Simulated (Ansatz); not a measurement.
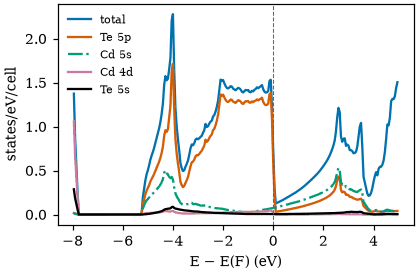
Fig. 1. Total and projected density of states of CdTe (rock salt, Fm-3m), DFT-r²SCAN in the program Ansatz with PAW potentials

Problem. Which orbitals carry the states next to the Fermi level?

Solution. Within 0.5 eV of the Fermi level: Te 5p 84 %, Cd 5s 10 %. Projections are on Löwdin-orthogonalised atomic valence shells; empty p or d shells of many metals are not among them.

Problem. Where is the tallest occupied peak in this window, and what makes it?

Solution. Near -4.0 eV, about 2.3 states/eV per cell; the largest projected share is Te 5p.

This is a known high-pressure phase of the composition, computed here at zero pressure and temperature. The cell was relaxed with r²SCAN under the symmetry of its start; its stability against distortions is not shown here. Scalar-relativistic: spin–orbit coupling is off unless named, which matters more the heavier the elements.

Potentials: the later of the program's two PAW sets.
